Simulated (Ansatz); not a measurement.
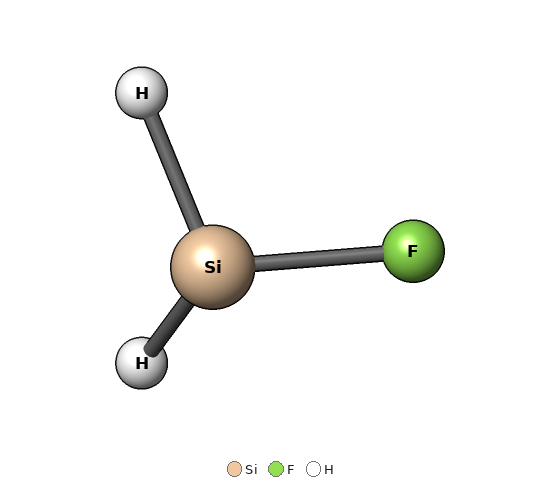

Charge 0, doublet. Sticks follow a distance rule. Harmonic vibrations computed with UKS PBE0-D4/def2-TZVP (Ansatz 0.2.0) at a stationary point of the same level.

> Is this a minimum or a saddle point?

A minimum: no imaginary frequency, and the lowest mode lies at 704 cm⁻¹.

> How many vibrational modes are there, and where do they lie?

6 modes: 704, 790, 877, 921, 2177, 2218 cm⁻¹.
